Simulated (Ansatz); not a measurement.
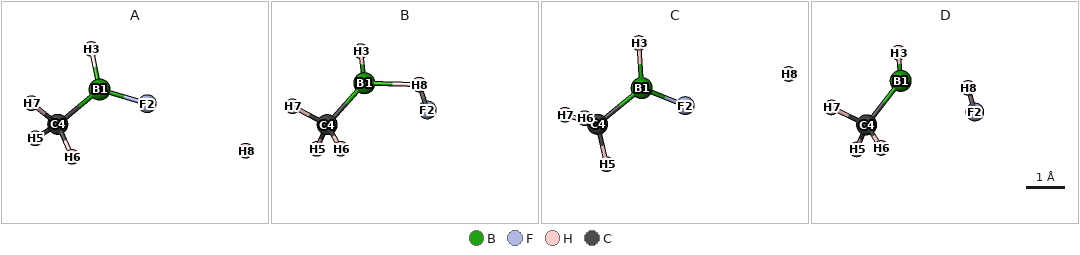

4 geometries from a converged minimum-energy path of CH5BF (multiplicity 2), made up of CH4BF and H, shuffled. Style: ball-and-stick. Shown at a tilt.

Level of theory: Ansatz 0.2.0, UKS B3LYP/def2-SVP. Set-up: 7 movable images; climbing image; force threshold 0.03 eV/Å; iteration limit 60; starting path through a guess of the saddle point.

Which of them lies highest in energy?

Answer. B. In order along the path, whose images run from 0 to 8: A (image 0, 0.0 kcal/mol), C (image 2, 0.0 kcal/mol), B (image 5, +33.2 kcal/mol), D (image 7, +31.9 kcal/mol). Breaking: B1–F2 (1.33 → 1.85 at the top → 2.33 Å). Forming: F2–H8 (3.06 → 1.05 at the top → 0.95 Å).

Limits of the set-up: the start holds two separate molecules, 3.1 Å apart at their closest, whose relative position is a soft coordinate and is computed without a dispersion correction.

The run took 7 min on 2 threads of Arm Neoverse V1, on a shared host, peak memory 0.15 GiB.
